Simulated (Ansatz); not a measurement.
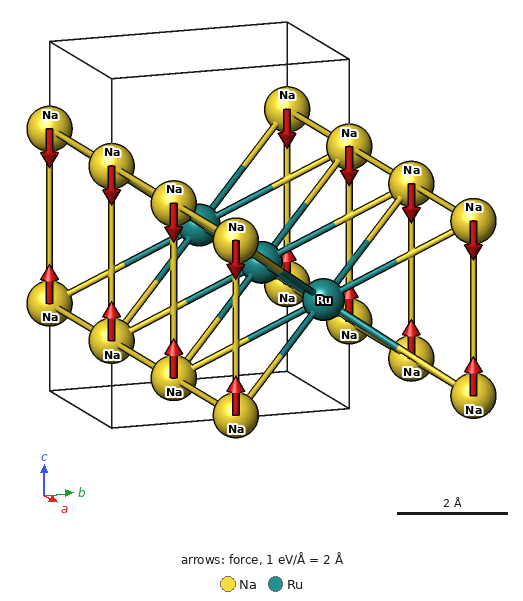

Starting geometry of crystalline Na₂Ru (a generated structure, set up in Pmmm) (coarse preliminary run) with the computed forces as red arrows. Style: ball-and-stick. Shown: the cell of the calculation, repeated 3 × 1 × 1 with one cell outlined, slightly off an axis.

These are results of Ansatz 0.2.0, DFT PBE, scalar-relativistic, plane waves, PAW, not measurements.

The input:
```yaml
crystal:
  lattice:
    - [3.27874152, 0.0, 0.0]
    - [0.0, 4.63684073, 0.0]
    - [0.0, 0.0, 6.55748305]
  atoms:
    - { symbol: Na, position: [0.0, 0.0, 0.75] }
    - { symbol: Na, position: [0.0, 0.0, 0.25] }
    - { symbol: Ru, position: [0.5, 0.5, 0.5] }
basis:
  ecutwfc: 420
kpoints:
  mp_grid: { grid: [6, 4, 4] }
hamiltonian:
  xc: pbe
scf:
  occupations: { method: gaussian, width: 0.1 }
  lower_state_search: "off"
output:
  forces: true
  stress: true
  eigenvalues: true
relax:
  adjacent_minimum: "off"
  f_tol: 0.04
  max_steps: 70
  cell: { stress_tol: 0.4 }
```

Run as
```bash
ansatz run input.yaml --threads 1 --pin off --max-ram 2048MiB --backend cpu --events-out ev --progress --plain --runs-dir out
```

> Is this structure relaxed? If not, where do the atoms go?

It isn't relaxed: the largest force vector, on Na atoms, is 0.38 eV/Å. Measured relative to the changing cell, the final displacements run against the starting forces (cosine between the two patterns −1.00). Over 15 accepted moves (20 points after the start) the energy falls by 662 meV per atom. The largest force component goes from 0.38 to 0.00011 eV/Å. Pressure: −4.91 GPa at the start and 0.01 GPa at the end. The line search rejected the trial steps at points 11, 17 of the run. The SCF was repeated 3 times at an unchanged geometry on a basis and grid sized afresh for the cell, which shifted the energy by 11.6 meV per atom at most. The largest moves relative to the cell, 0.34 Å, are those of Na1 and Na2. Na1 goes along +c. Ru stays in place. Cell: a 3.279 → 2.755 Å (−16.0 %), b 4.637 → 2.652 Å (−42.8 %), c 6.557 → 8.282 Å (+26.3 %). Volume −39.3 %. Some distances before and after: Na1–Na1 4.637 → 2.652 Å, Ru3–Ru3 4.637 → 2.652 Å, Na1–Na2 3.279 → 4.826 Å, Ru3–Ru3 (another image) 3.279 → 2.755 Å. Bonds break: Na1–Na2 (3.28 → 4.83 Å). The space group stays Pmmm (No. 47).
